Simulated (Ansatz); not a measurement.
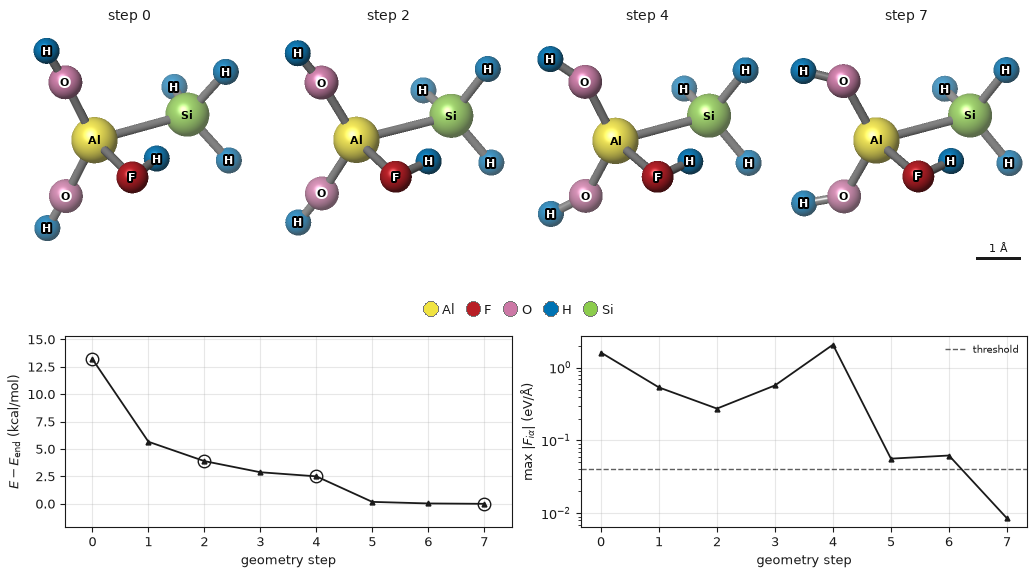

Frames of a constrained relaxation of AlSiH₆O₂F, marked on the history of the run. A ball-and-stick model, seen at a tilt.

The reaction that was planned forms Al1–Si6, F2–H5 and breaks Al1–F2, H5–Si6 (atoms numbered from 1 in input order).

Method: RKS PBE0-D4/def2-SVP in Ansatz. (held fixed: the distance between atoms 1 (Al) and 6 (Si), the distance between atoms 2 (F) and 5 (H), the distance between atoms 1 (Al) and 2 (F), the distance between atoms 5 (H) and 6 (Si), counting from 1; force threshold 0.04 eV/Å; at most 150 steps)

Q: Describe the path.

A: The energy falls by 13.2 kcal/mol in 7 geometry steps. Largest force component: 1.6 eV/Å at the start, 0.0086 eV/Å at the end. The largest moves after the best rigid fit, 0.77 Å, are those of H atoms. By element the largest moves are H 0.77 Å, F 0.21 Å, Si 0.14 Å, Al 0.11 Å, O 0.04 Å. Near-neighbour distances that change, for instance: Al–O 1.647 → 1.699 Å, H–Si 1.473 → 1.502 Å, H–O 0.945 → 0.956 Å. Among the angles between lasting bonds that change: Al–O–H 175.9° → 130.1°, Al–F–H 58.6° → 75.2°, Al–Si–H 107.6° → 95.4°. Cost: 4.9 s on 8 threads of Intel Xeon 6975P-C, on a shared host. From step 0 to 2: an H atom moves most (0.32 Å), energy −9.30 kcal/mol. From step 2 to 4: H atoms move most (0.26 Å), energy −1.39 kcal/mol. From step 4 to 7: H atoms move most (0.33 Å), energy −2.51 kcal/mol.

```json
{"step": "0", "E − E(0), kcal/mol": "0.00", "largest force component, eV/Å": "1.6100"}
{"step": "1", "E − E(0), kcal/mol": "-7.54", "largest force component, eV/Å": "0.5344"}
{"step": "2", "E − E(0), kcal/mol": "-9.30", "largest force component, eV/Å": "0.2739"}
{"step": "3", "E − E(0), kcal/mol": "-10.32", "largest force component, eV/Å": "0.5696"}
{"step": "4", "E − E(0), kcal/mol": "-10.69", "largest force component, eV/Å": "2.0630"}
{"step": "5", "E − E(0), kcal/mol": "-13.02", "largest force component, eV/Å": "0.0563"}
{"step": "6", "E − E(0), kcal/mol": "-13.17", "largest force component, eV/Å": "0.0622"}
{"step": "7", "E − E(0), kcal/mol": "-13.20", "largest force component, eV/Å": "0.0086"}
```
